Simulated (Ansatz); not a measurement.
System: B2FH4OSi (doublet).

Input

```
crystal:
  periodic: [false, false, false]
  atoms:
    - symbol: B
      position_ang: [-2.979267, -2.571616, 0.143807]
    - symbol: B
      position_ang: [-1.438787, -0.400653, -0.173686]
    - symbol: F
      position_ang: [-3.346888, -3.310114, -0.896480]
    - symbol: O
      position_ang: [-2.246427, -1.477151, -0.068601]
    - symbol: Si
      position_ang: [0.520097, -0.569011, -0.039216]
    - symbol: H
      position_ang: [-3.314295, -2.900820, 1.251455]
    - symbol: H
      position_ang: [-1.939081, 0.687619, -0.339405]
    - symbol: H
      position_ang: [1.426668, 0.591211, -0.239019]
    - symbol: H
      position_ang: [1.241291, -1.865295, 0.080928]
basis:
  gaussian: {orbitals: def2-TZVPD}
magnetization: {spin_polarized: true, initial_magnetization: 1}
hamiltonian: {xc: pbe0}
output: {forces: true, orbitals: {seedname: orbitals}}
```

Run with:

```sh
ansatz run input.yaml --threads 2 --pin off --max-ram 4350MiB --events-out events.jsonl --progress --plain --runs-dir runs
```

Geometry: B3LYP-D3(BJ)/def2-SVP.

Method: isolated molecule in a Gaussian basis; Kohn-Sham density functional theory, functional PBE0 in Ansatz.

### Predict the electron density, electron localisation function and spin density between the atoms.

B–O (1.33 Å): the density is about 2.2 e/Å³ at the midpoint; the ELF peaks at about 0.85 between the atoms; a short, strongly polar bond.
Si–B (1.97 Å): ρ is about 0.82 e/Å³ halfway; the ELF peaks at about 1 between the atoms (localised, covalent bonding).
B–H (1.21 Å): the density is about 1.3 e/Å³ at the midpoint; the ELF climbs to about 1 towards the hydrogen, as it does in any bond to H; a covalent bond by its length.
Si–H (1.49 Å): the density is about 0.8 e/Å³ at the midpoint; the ELF climbs to about 1 towards the hydrogen.
The unpaired spin (1 electron) lies mostly on Si5 (about 0.8) and B2 (about 0.2), in electrons by Hirshfeld's partition.

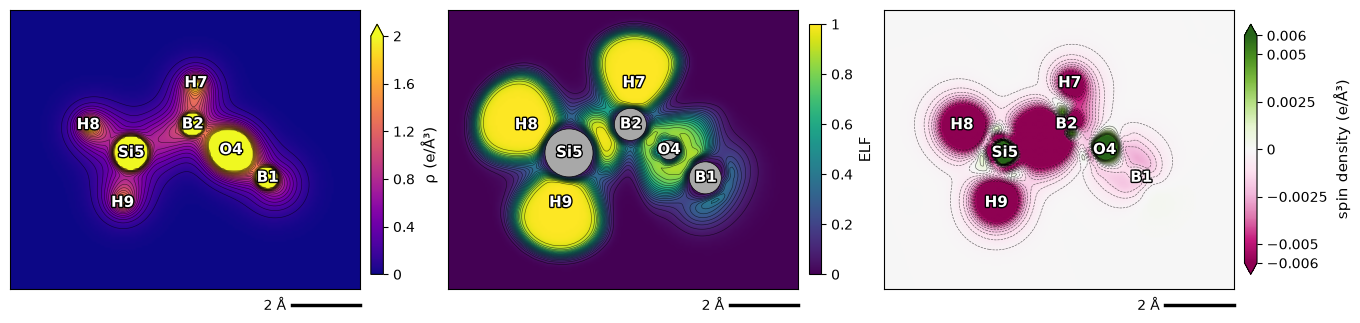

Computed electron density, electron localisation function and spin density on the plane of atoms B2, Si5 and H8, in this order. Grey discs cover the atomic cores in the ELF map. 
